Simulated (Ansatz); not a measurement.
# Cr3GaN (Pm-3m): phonons and vibrational spectra

How does Cr3GaN (Pm-3m) vibrate, and is this structure a minimum?

Program: Ansatz 0.2.0. Level of theory: DFT PBEsol, scalar-relativistic, plane waves, PAW; PAW set soft_1. Results are calculated unless marked as measured.

### 1. Starting point

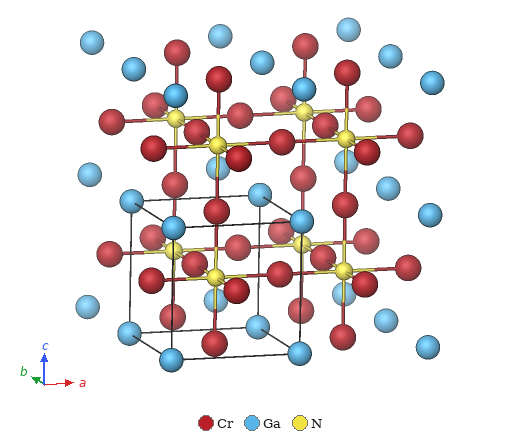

The cell as given, slightly off an axis (chromium red, gallium blue, nitrogen yellow). 2×2×2 cells are drawn. Some periodic images of atoms are drawn too.

### 2. Coarse relaxation

A rough relaxation comes first, because large forces or stress need no tight tolerances yet.

Contents of input.yaml:

```yaml
crystal:
  lattice:
    - [3.829202, 0.0, 0.0]
    - [0.0, 3.829202, 0.0]
    - [0.0, 0.0, 3.829202]
  atoms:
    - { symbol: Cr, position: [0.5, 0.0, 0.5] }
    - { symbol: Cr, position: [0.0, 0.5, 0.5] }
    - { symbol: Cr, position: [0.5, 0.5, 0.0] }
    - { symbol: Ga, position: [0.0, 0.0, 0.0] }
    - { symbol: "N", position: [0.5, 0.5, 0.5] }
kpoints:
  mp_grid: { grid: [6, 6, 6] }
hamiltonian:
  xc: pbesol
  pseudopotentials: { kind: paw, azcp: { folder: soft_1 }, xc_functional: pbe }
scf:
  occupations: { method: gaussian, width: 0.1 }
output:
  forces: true
  stress: true
  eigenvalues: true
relax:
  adjacent_minimum: "off"
  f_tol: 0.05
  max_steps: 80
  cell: { stress_tol: 0.5 }
```

Command:

```console
ansatz run input.yaml --threads 4 --pin off --max-ram 10240MiB --backend cpu --events-out ev --progress --plain --runs-dir out
```

Numbers of over 12 decimals in the logs are rounded to 6 here.

The program printed:

```text
The last accepted step is kept in <dir> (removed where the run ends without a failure and the disk answers)
Engine: ansatz 0.2.0, aarch64-unknown-linux-gnu
Pseudopotentials: kind: paw
Pseudopotential: Cr, paw, valence charge 14, recommended cutoff 420 eV (normal), soft_1/Cr.paw.azcp
Pseudopotential: Ga, paw, valence charge 13, recommended cutoff 420 eV (normal), soft_1/Ga.paw.azcp
[...]
F+E_penalty+E_count = -14171.03683707 eV   max|allowed force component| = 3.918e-30 eV/Å   (the final SCF, on the basis selected at the relaxed cell)
  cell:  # Å, volume = 53.8235 Å³
    - [3.775639, 0, 0]
    - [0, 3.775639, 0]
    - [0, 0, 3.775639]
  atoms:
    - { symbol: Cr, position: [0.5, 0, 0.5] }
    - { symbol: Cr, position: [0, 0.5, 0.5] }
    - { symbol: Cr, position: [0.5, 0.5, 0] }
    - { symbol: Ga, position: [0, 0, 0] }
    - { symbol: N, position: [0.5, 0.5, 0.5] }
[key lines of the parts left out:]
SCF converged after 6 iterations
Free energy (F): -14171.036837 eV
Fermi energy:    17.553721 eV
P = ⅓ Tr σ = 0.1858 GPa (1.858 kbar)
```

It took 3.8 s on 4 threads of Arm Neoverse V1, shared host; peak memory 0.39 GiB.

This run has no spin polarisation, although Cr can carry a moment.

Relaxation path:

```
step  energy less that of the first step (eV)  largest force component (eV/Å)  pressure (GPa)  volume (Å³)
   1                                   0.0000                          0.0000           -9.88        56.15
   2                                  -0.0689                          0.0000           -2.89        54.48
   3                                  -0.0751                          0.0000            0.22        53.82
  4*                                  -0.0732                          0.0000            0.19        53.82
```

Relaxation steps marked * repeat the geometry before them on a plane-wave basis chosen anew for their cell, so energy and pressure can jump there.

Forces are held to the 48 operations that the run works with; a distortion that breaks them can't arise in this run.

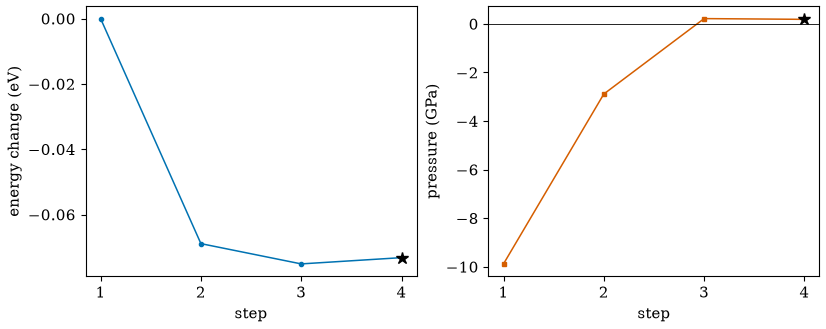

Energy and pressure along the relaxation. Stars mark steps on a basis chosen anew.

```
conventional cell, symmetrised  before  after  change
                         a (Å)   3.829  3.776  -1.4 %
                         b (Å)   3.829  3.776  -1.4 %
                         c (Å)   3.829  3.776  -1.4 %
              volume (Å³/atom)   11.23  10.76  -4.1 %
```

Final coordinates:

```cif
data_structure
_symmetry_space_group_name_H-M 'P 1'
_symmetry_Int_Tables_number 1
_cell_length_a 3.7756
_cell_length_b 3.7756
_cell_length_c 3.7756
_cell_angle_alpha 90.000
_cell_angle_beta 90.000
_cell_angle_gamma 90.000
_cell_volume 53.82
loop_
_atom_site_label
_atom_site_type_symbol
_atom_site_fract_x
_atom_site_fract_y
_atom_site_fract_z
_atom_site_occupancy
Cr1 Cr 0.50000 0.00000 0.50000 1
Cr2 Cr 0.00000 0.50000 0.50000 1
Cr3 Cr 0.50000 0.50000 0.00000 1
Ga4 Ga 0.00000 0.00000 0.00000 1
N5 N 0.50000 0.50000 0.50000 1
```

Numbers from this step:

* pressure: 0.1858 GPa
* volume per atom: 10.76 Å³
* gap on the k-mesh: 0 eV

In this step the volume went from 11.23 to 10.76 Å³/atom.

### 3. Relaxation

The cell and atoms are relaxed, since residual forces and stress would shift the frequencies.

Changes to input.yaml since step 2:

```diff
@@ -2,5 +2,5 @@
   lattice:
-    - [3.829202, 0.0, 0.0]
-    - [0.0, 3.829202, 0.0]
-    - [0.0, 0.0, 3.829202]
+    - [3.7756394831, 0.0, 0.0]
+    - [0.0, 3.7756394831, 0.0]
+    - [0.0, 0.0, 3.7756394831]
   atoms:
@@ -12,3 +12,3 @@
 kpoints:
-  mp_grid: { grid: [6, 6, 6] }
+  mp_grid: { grid: [10, 10, 10] }
 hamiltonian:
@@ -22,6 +22,10 @@
   eigenvalues: true
+  write_density: true
+  write_potential: true
+  elf: true
+  volumetric_format: npy
 relax:
   adjacent_minimum: "off"
-  f_tol: 0.05
+  f_tol: 0.005
   max_steps: 80
-  cell: { stress_tol: 0.5 }
+  cell: { stress_tol: 0.05 }
```

The program printed:

```text
[...]
Crystal: 5 atoms, lattice volume = 53.823 Å³
Basis set: ecut = 420 eV, 1021 PW (Γ), exchange–correlation on 54×54×54 points (8 copies of the dense FFT grid, shifted against one another)
Bands: 36, of which v1, the nominal top of the filled ones, is band 30 counted from 1 (29 counted from 0)
Symmetry: 48 space group operations
[...]
k-points: 56 of 1000
[...]
SCF iter   1: F=—  HF=-14175.528651 eV  |F-HF|=—  |Δ(HF+E_count)|=         —  Δρ=2.02e-1  dr2=2.12e1  ethr=3.10e-3  ⟨swp⟩=5.2  Hψ=6587  notcnv=0
[...]
SCF iter  10: F=-14171.048107 eV  HF=-14171.048107 eV  |F-HF|=3.75e-9  |Δ(HF+E_count)|=   3.13e-8  Δρ=3.79e-6  dr2=5.38e-9  ethr=1.67e-10  ⟨swp⟩=10.2  Hψ=11862  notcnv=0
the search or the solves at the SCF's close seem to have found levels that the self-consistency loop had missed (the run counts 2). By its estimate they hold under 1e-12 electrons; where the run keeps them, the occupations were computed again with them
SCF 1 converged in 10 iterations: F = -14171.048107 eV  dr2 = 5.38e-9
[...]
relax step   1: F+E_penalty+E_count = -14171.04810692 eV  Δ(F+E_penalty+E_count) = +0.000e0 eV  max|allowed force component| = 3.277e-29 eV/Å  Δτ_max = 0.0000 Å  P = +0.121 GPa  Ω = 53.823 Å³  (10 SCF iters, dr2 threshold 1.00e-7 eV, accepted)
Crystal: 5 atoms, lattice volume = 53.840 Å³
[...]
SCF iter   6: F=-14171.048098 eV  HF=-14171.048098 eV  |F-HF|=6.18e-11  |Δ(HF+E_count)|=  1.96e-10  Δρ=2.46e-7  dr2=5.29e-11  ethr=1.00e-12  ⟨swp⟩=4.4  Hψ=9178  notcnv=0
SCF 2 converged in 6 iterations: F = -14171.048098 eV  dr2 = 5.29e-11
relax step   2: F+E_penalty+E_count = -14171.04809843 eV  Δ(F+E_penalty+E_count) = +8.486e-6 eV  max|allowed force component| = 8.152e-30 eV/Å  Δτ_max = 0.0000 Å  P = +0.038 GPa  Ω = 53.840 Å³  energy of the carried Pulay correction = -1.689e-5 eV  (6 SCF iters, dr2 threshold 3.64e-8 eV, accepted)
[...]
SCF iter   9: F=-14171.048144 eV  HF=-14171.048144 eV  |F-HF|=0.00e0  |Δ(HF+E_count)|=    0.00e0  Δρ=2.14e-9  dr2=3.10e-15  ethr=1.00e-12  ⟨swp⟩=3.0  Hψ=5851  notcnv=0
SCF 3 converged in 9 iterations: F = -14171.048144 eV  dr2 = 3.10e-15
[...]
relax step   3: F+E_penalty+E_count = -14171.04814425 eV  Δ(F+E_penalty+E_count) = -4.581e-5 eV  max|allowed force component| = 1.091e-29 eV/Å  Δτ_max = 0.0000 Å  P = +0.038 GPa  Ω = 53.840 Å³  stress off target by 3.79e-2 GPa  SCF on the basis re-selected at this cell (its energy is not comparable with the rows above)  (9 SCF iters)
basis re-selected at this cell: Δ(F+E_penalty+E_count) = -4.581e-5 eV, ΔP = -0.000 GPa vs the last step (what re-selecting the basis moved, of the pressure what is left beyond the Pulay correction that the steps carried, after the strain that the cell walked since its last selection, with what the two solves' SCF thresholds leave and, on support functions, any second-order correction that the steps lacked; it is no m [...]
SCF converged after 9 iterations
Free energy (F): -14171.048144 eV
[...]
Internal energy: -14171.019968 eV  (E = F + TS)
E sigma→0 (E₀):  -14171.034056 eV
Entropy (-TS):   -0.028177 eV (-5.635 meV/atom)
Fermi energy:    17.561557 eV
[...]
--- Stress (GPa, compression-positive) ---
        0.037923       0.000000       0.000000
        0.000000       0.037923       0.000000
       -0.000000       0.000000       0.037923
  P = ⅓ Tr σ = 0.0379 GPa (0.379 kbar)
--- Band table (eV; the first three rows and the last of 56) ---
  k-point 0: bands = [... 26 lower, 14.8089, 17.6897, 17.6897, 17.6897, 18.0843, 18.0843, 19.3327, 19.5090, ... 2 higher]
  k-point 1: bands = [... 26 lower, 14.8959, 17.5876, 17.5876, 17.6459, 17.8600, 18.0855, 19.2594, 19.3988, ... 2 higher]
  k-point 2: bands = [... 26 lower, 15.1451, 17.3864, 17.4590, 17.4590, 17.5277, 18.0859, 19.0466, 19.2782, ... 2 higher]
  k-point 55: bands = [... 26 lower, 16.3424, 16.3424, 16.5566, 16.5566, 16.5566, 18.1608, 18.1608, 19.2699, ... 2 higher]
--- Relaxed structure (2 steps of the walk, 2 accepted, 1 SCFs on fresh bases) ---
[...]
cell:  # Å, volume = 53.8404 Å³
    - [3.776036, 0, 0]
    - [0, 3.776036, 0]
    - [0, 0, 3.776036]
  atoms:
    - { symbol: Cr, position: [0.5, 0, 0.5] }
    - { symbol: Cr, position: [0, 0.5, 0.5] }
    - { symbol: Cr, position: [0.5, 0.5, 0] }
    - { symbol: Ga, position: [0, 0, 0] }
    - { symbol: N, position: [0.5, 0.5, 0.5] }
```

Run time: 7.2 s. Hardware: 4 threads; peak memory 0.45 GiB.

Little changed from the start: no atom moved by 0.005 Å and no cell edge by 0.1 %.

Numbers from this step:

```yaml
pressure: 0.03792 GPa
volume_per_atom: 10.77 Å³
```

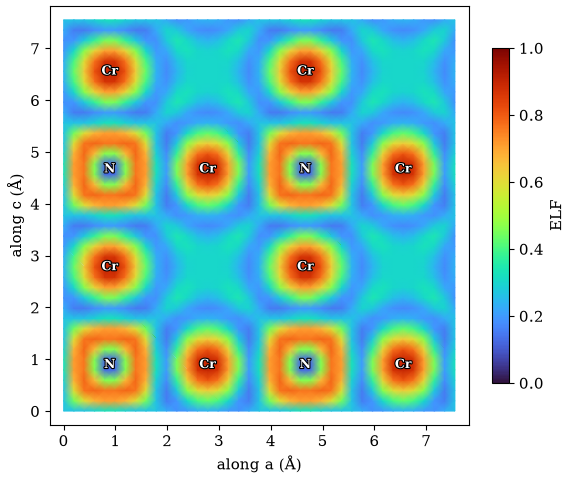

ELF in the ac plane at fractional y = 0.500, with atoms of Cr and N within 0.2 Å of it. It is the smooth field of the valence electrons, not physical close to the nuclei. The map starts off the cell's origin, so that atoms lie inside it.

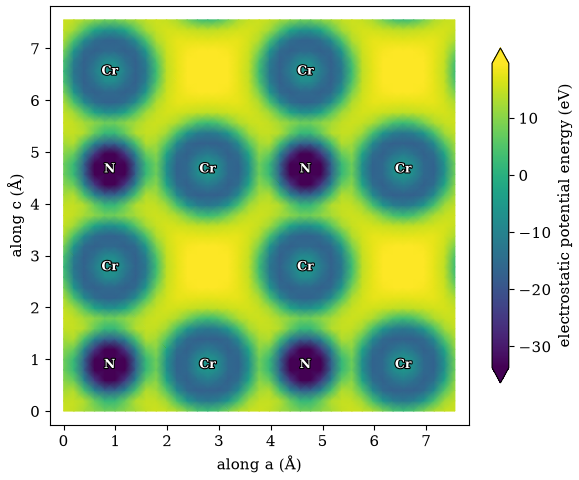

Electrostatic potential energy in the ac plane at fractional y = 0.500, with atoms of Cr and N within 0.2 Å of it. With pseudopotentials it is smooth inside the atoms' cores, unlike the true potential. The map starts off the cell's origin, so that atoms lie inside it.

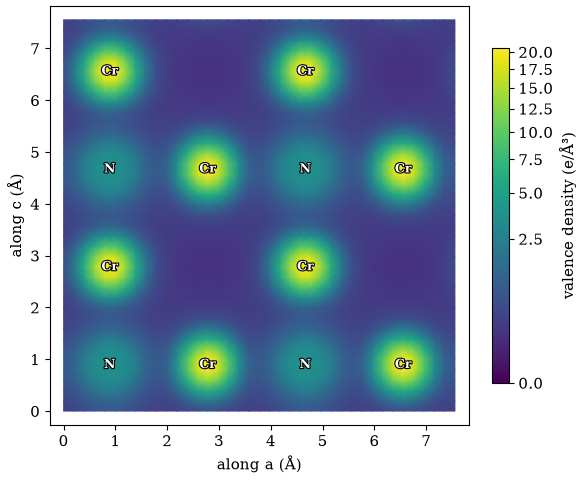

Valence density in the ac plane at fractional y = 0.500, with atoms of Cr and N within 0.2 Å of it. It is the smooth field of the valence electrons, not physical close to the nuclei. The map starts off the cell's origin, so that atoms lie inside it. The colour scale is stretched toward low values.

In this step the volume went from 10.76 to 10.77 Å³/atom.

### 4. Relaxing to small forces for the phonons

Phonons need a cell at rest on their own settings, so the relaxation is repeated with tight tolerances on forces and stress on the k mesh and occupations of the first response run.

Contents of input.yaml:

```yaml
crystal:
  lattice:
    - [3.7760363222, 0.0, 0.0]
    - [0.0, 3.7760363222, 0.0]
    - [0.0, 0.0, 3.7760363222]
  atoms:
    - { symbol: Cr, position: [0.5, 0.0, 0.5] }
    - { symbol: Cr, position: [0.0, 0.5, 0.5] }
    - { symbol: Cr, position: [0.5, 0.5, 0.0] }
    - { symbol: Ga, position: [0.0, 0.0, 0.0] }
    - { symbol: "N", position: [0.5, 0.5, 0.5] }
kpoints:
  mp_grid: { grid: [12, 12, 12] }
hamiltonian:
  xc: pbesol
  pseudopotentials: { kind: paw, azcp: { folder: soft_1 }, xc_functional: pbe }
scf:
  occupations: { method: methfessel_paxton, width: 0.2 }
output:
  forces: true
  stress: true
  eigenvalues: true
relax:
  adjacent_minimum: "off"
  f_tol: 0.001
  max_steps: 60
  cell: { stress_tol: 0.01 }
```

The program printed:

```text
[...]
Crystal: 5 atoms, lattice volume = 53.840 Å³
Basis set: ecut = 420 eV, 1021 PW (Γ), exchange–correlation on 54×54×54 points (8 copies of the dense FFT grid, shifted against one another)
Bands: 36, of which v1, the nominal top of the filled ones, is band 30 counted from 1 (29 counted from 0)
Symmetry: 48 space group operations
[...]
k-points: 84 of 1728
[...]
--- Relaxed structure (2 steps of the walk, 2 accepted, 1 SCFs on fresh bases) ---
[...]
cell:  # Å, volume = 53.8362 Å³
    - [3.775937, 0, 0]
    - [0, 3.775937, 0.0]
    - [0, 0.0, 3.775937]
  atoms:
    - { symbol: Cr, position: [0.5, 0, 0.5] }
    - { symbol: Cr, position: [0, 0.5, 0.5] }
    - { symbol: Cr, position: [0.5, 0.5, 0] }
    - { symbol: Ga, position: [0, 0, 0] }
    - { symbol: N, position: [0.5, 0.5, 0.5] }
[key lines of the parts left out:]
SCF converged after 8 iterations
Free energy (F): -14171.037453 eV
Fermi energy:    17.569454 eV
P = ⅓ Tr σ = -0.0094 GPa (-0.094 kbar)
```

Run time: 9.1 s. Hardware: 4 threads; peak memory 0.48 GiB.

Little changed from the start: no atom moved by 0.005 Å and no cell edge by 0.1 %.

Numbers from this step:

| Item | Value |
| --- | --- |
| pressure | -0.009362 GPa |

The forces vanish by symmetry and the pressure is -0.009 GPa, within the tolerances set. The cell now holds 10.77 Å³/atom.

### 5. Zone-centre response

The zone centre comes first: it holds the modes that light can see, as far as symmetry allows. No field response is asked, since the mesh shows no gap.

input.yaml, the sections that differ from step 4:

```yaml
crystal:
  lattice:
    - [3.7759371135, 0.0, 0.0]
    - [0.0, 3.7759371135, 0.0]
    - [0.0, 0.0, 3.7759371135]
  atoms:
    - { symbol: Cr, position: [0.5, 0.0, 0.5] }
    - { symbol: Cr, position: [0.0, 0.5, 0.5] }
    - { symbol: Cr, position: [0.5, 0.5, 0.0] }
    - { symbol: Ga, position: [0.0, 0.0, 0.0] }
    - { symbol: "N", position: [0.5, 0.5, 0.5] }
output:
  eigenvalues: true
phonons:
  method: dfpt
# kpoints, hamiltonian, scf: as in step 4
# relax: removed
```

The program printed:

```text
zone centre: on kpoints.mp_grid the ground state, and the responses unless they are solved on pairs of k-points, stand on 343 of the mesh's 1728 k-points, reduced under 8 symmetry operations, with k and −k counted as one. Each operation leaves every solved displacement unchanged or reverses it
[...]
Crystal: 5 atoms, lattice volume = 53.836 Å³
Basis set: ecut = 420 eV, 1021 PW (Γ), exchange–correlation on 54×54×54 points (8 copies of the dense FFT grid, shifted against one another)
Bands: 36, of which v1, the nominal top of the filled ones, is band 30 counted from 1 (29 counted from 0)
Symmetry: 48 space group operations
k-points: 343 of 1728 (irreducible under 8 space group operations)
[...]
SCF iter   1: F=—  HF=-14175.521572 eV  |F-HF|=—  |Δ(HF+E_count)|=         —  Δρ=2.02e-1  dr2=2.12e1  ethr=3.10e-3  ⟨swp⟩=5.1  Hψ=40081  notcnv=0
[...]
SCF iter  13: F=-14171.037453 eV  HF=-14171.037453 eV  |F-HF|=5.46e-12  |Δ(HF+E_count)|=  1.46e-11  S|Δr|=    0.00e0  Δρ=8.57e-8  dr2=3.37e-12  ethr=1.00e-12  ⟨swp⟩=5.2  Hψ=51918  notcnv=0
[...]
SCF 1 converged in 13 iterations: F = -14171.037453 eV  dr2 = 3.37e-12
[...]
DFPT response loops at Γ: preconditioner auto → Kerker (q_TF=auto, 2.778 Å⁻¹) (partly filled bands, converged f_vac=0.000); β = 1.00, the filter's whole step (`scf.mixing.beta` (0.50) is not read by the response loops under this deck's `scf.mixing.preconditioner`; to damp them name `kerker` or `kerker_dos`, under which they read `scf.mixing.beta`, and type it under 1.00, their step now; both keys bind the ground state too); Broyden in place of MSR1
SCF converged after 13 iterations
[...]
Free energy (F): -14171.037453 eV
[...]
Internal energy: -14171.035473 eV  (E = F + TS)
E sigma→0 (E₀):  -14171.036958 eV
Entropy (-TS):   -0.001980 eV (-0.396 meV/atom)
Fermi energy:    17.569455 eV
[...]
--- Band table (eV; the first three rows and the last of 343) ---
  k-point 0: bands = [... 26 lower, 14.8094, 17.6896, 17.6896, 17.6896, 18.0867, 18.0867, 19.3328, 19.5109, ... 2 higher]
  k-point 1: bands = [... 26 lower, 14.8700, 17.6140, 17.6140, 17.6589, 17.9284, 18.0876, 19.2818, 19.4192, ... 2 higher]
  k-point 2: bands = [... 26 lower, 15.0463, 17.4903, 17.4903, 17.5427, 17.5733, 18.0888, 19.1319, 19.3232, ... 2 higher]
  k-point 342: bands = [... 26 lower, 16.3443, 16.3443, 16.5574, 16.5574, 16.5574, 18.1604, 18.1604, 19.2710, ... 2 higher]
--- Phonons (Γ-DFPT): 4 representative perturbations + reference, on 343 of 1728 k-points (Σ response iterations 12) ---
  k mesh reduced under 8 symmetry operations, with k and −k counted as one. Each operation leaves every solved displacement unchanged or reverses it
  ASR residual: 8.147e-5 → 0.000e0 eV/Å²; symmetrization residual: 2.494e-6 eV/Å²
  ASR residual per site (eV/Å²): 1.99e-5 1.99e-5 1.99e-5 8.15e-5 5.30e-6
  Γ frequencies (cm⁻¹): 0.00 0.00 0.00 104.39 104.39 104.39 148.22 148.22 148.22 217.16 217.16 217.16 679.46 679.46 679.46
  non-analytic LO–TO correction: not included (Born effective charges unavailable; polar crystals: no LO–TO splitting at Γ)
```

It took 2 min on 4 threads; peak memory 2.6 GiB; 7.7 min of CPU time.

The column dr2 measures how far the density is from self-consistency, as an energy; F and HF (Harris–Foulkes) agree once it is small.

Numbers from this step:

| Property | Result |
| --- | --- |
| sum-rule residual before enforcement | 8.15e-5 eV/Å² |
| point group | m-3m |
| highest optical mode at the zone centre (no LO-TO term) | 679.5 cm⁻¹ |
| lowest optical zone-centre mode | 104.4 cm⁻¹ |

Patterns of degenerate modes are one choice out of their space. Modes at Γ, with each element's share of the kinetic energy:

```csv
mode,frequency (cm⁻¹),symmetry,Cr %,Ga %,N %
1,0.0,acoustic,65,29,6
2,0.0,acoustic,65,29,6
3,0.0,acoustic,65,29,6
4,104.4,T2u,100,0,0
5,104.4,T2u,100,0,0
6,104.4,T2u,100,0,0
7,148.2,T1u,75,9,16
8,148.2,T1u,75,9,16
9,148.2,T1u,75,9,16
10,217.2,T1u,38,62,0
11,217.2,T1u,38,62,0
12,217.2,T1u,38,62,0
13,679.5,T1u,22,0,78
14,679.5,T1u,22,0,78
15,679.5,T1u,22,0,78
```

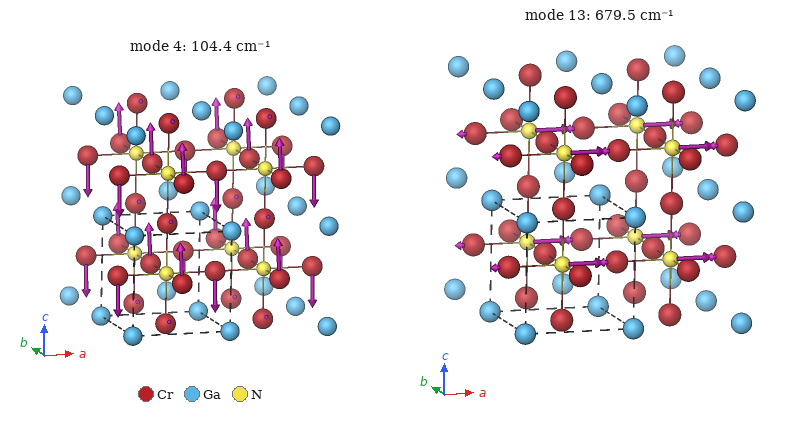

Displacement patterns of modes 4 and 13 at Γ; arrows are exaggerated. 2×2×2 cells are drawn. Some periodic images of atoms are drawn too.

Before it was imposed, the acoustic sum rule was missed by 8.1e-5 eV/Å². Small misses are needed for a sound result but don't prove that mesh and cutoff are converged. The lowest optical mode is real, 104 cm⁻¹.

(Continued in part 2 of 2.)

[Logs are printed without paths, hosts, clocks, repeated set-up lines and the standing remarks that a program may print on its own settings, such as how far it seeks lower states.]

[Hosts, paths, dates, database ids (printed as entryN), source tags and the programs' standing remarks are cut or masked in the printed files.]
